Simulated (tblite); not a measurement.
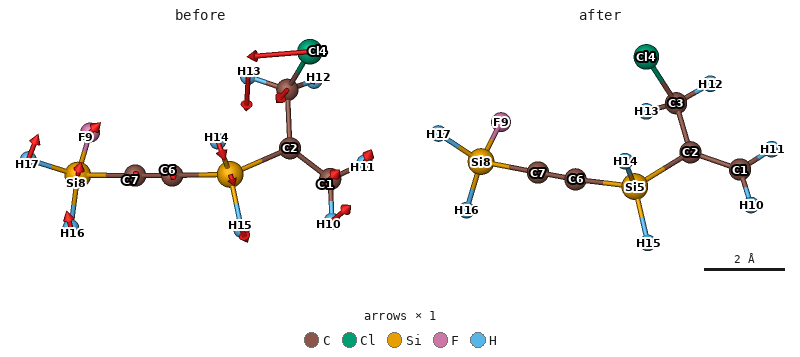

The structure of C$_{5}$H$_{8}$ClFSi$_{2}$ before (left) and after (right) a relaxation, at one scale. The red arrows give the displacements, at their true length.

The picture is a ball-and-stick view, seen at a tilt.

Method: GFN2-xTB geometry optimisation, gas phase in tblite. 

Question: Summarise the run.

Answer: Over 182 geometry steps the energy falls by 3.47 kcal/mol. The largest move after the best rigid fit is that of Cl4, 1.75 Å. By element the largest moves are Cl 1.75 Å, H 1.29 Å, C 0.63 Å, F 0.43 Å, Si 0.40 Å. Near-neighbour distances that change, for instance: Si5–H15 1.496 → 1.467 Å, Si8–H17 1.481 → 1.455 Å, Si5–C6 1.879 → 1.853 Å, C7–Si8 1.872 → 1.846 Å. Bond angles that change, for instance: H16–Si8–H17 109.5° → 116.3°, F9–Si8–H16 109.0° → 104.9°, C2–Si5–C6 109.4° → 105.5°. Groups turn about C2–Si5 by about 35°, C2–C3 by about 25°. The run took 4.7 s on 1 thread of AMD EPYC, on a shared host.
